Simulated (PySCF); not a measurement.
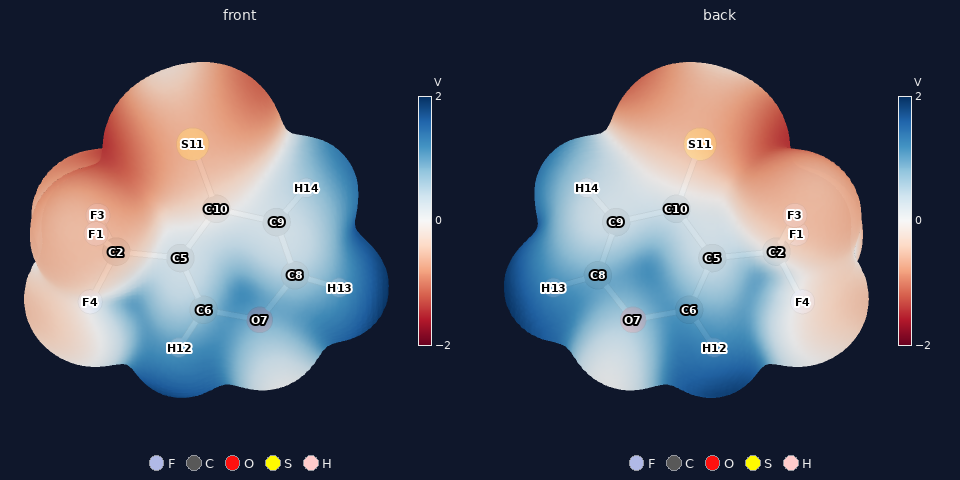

C6H3F3OS. The electrostatic potential painted on the density surface at 0.002 e/bohr³, seen from the front and from behind; red is negative and blue positive.

Geometry: GFN2-xTB.

The calculation used PBE0/pcSseg-1, SCF density, gas phase, non-relativistic (PySCF).

The calculation's input:

```
{"job": {"kind": "nmr", "xc": "PBE0", "basis": "pcSseg-1"}, "charge": 0, "multiplicity": 1}
F      2.508887     0.890860    -0.896569
C      2.042241     0.050901     0.031121
F      2.484988     0.472675     1.218679
F      2.651158    -1.129656    -0.195136
C      0.542183    -0.086270    -0.012628
C     -0.007165    -1.296317    -0.254074
O     -1.319352    -1.520365    -0.312013
C     -2.144186    -0.467678    -0.116625
C     -1.708533     0.777186     0.130331
C     -0.299662     1.075755     0.204478
S      0.259619     2.589438     0.506281
H      0.575778    -2.191670    -0.421947
H     -3.183465    -0.751780    -0.183330
H     -2.403170     1.586447     0.279265
```

Run with:

```sh
OMP_NUM_THREADS=1 python probes_run.py task.json out
```

Where is the surface potential most negative and most positive?

The most negative region (about −1.4 V, or −32 kcal/mol for a unit charge) lies over F1, F3 and S11, the most positive (about +1.9 V, or +44 kcal/mol for a unit charge) over H13.
